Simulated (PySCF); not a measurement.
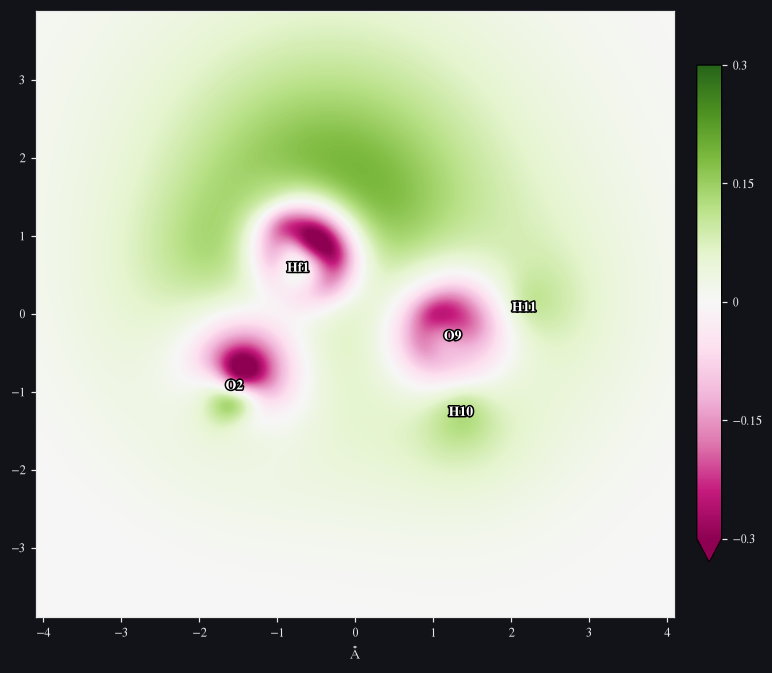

*H6HfO4 (charge +2). One frontier orbital on the plane of atoms H10, O9 and H11 (values in Å⁻³ᐟ²; the overall sign is arbitrary).*

Core potentials replace the inner electrons of Hf.

Theory: RKS PBE0, Hf def2-SVP with ECP60, O def2-SVP, H def2-SVP; non-relativistic Hamiltonian with scalar-relativistic core potentials where named; density fitting in PySCF 2.14.0.

```yaml
atoms:
  - { symbol: Hf, position_ang: [-0.0632, -0.0813, -0.0765] }
  - { symbol: O, position_ang: [0.8749, 0.9791, 0.8837] }
  - { symbol: O, position_ang: [-1.0149, -1.0457, 1.6253] }
  - { symbol: H, position_ang: [-0.7792, -0.7505, 2.5283] }
  - { symbol: H, position_ang: [-1.6732, -1.7597, 1.7272] }
  - { symbol: O, position_ang: [1.6609, -1.0279, -1.0032] }
  - { symbol: H, position_ang: [1.7800, -1.7403, -1.6601] }
  - { symbol: H, position_ang: [2.5571, -0.7296, -0.7462] }
  - { symbol: O, position_ang: [-1.0943, 1.5151, -1.1343] }
  - { symbol: H, position_ang: [-0.8821, 2.4458, -0.9167] }
  - { symbol: H, position_ang: [-1.7727, 1.5391, -1.8362] }
```

Q: Which orbital is it: HOMO or LUMO?

A: The LUMO, at −10.00 eV. It lies mainly on Hf1 (about 60 %).
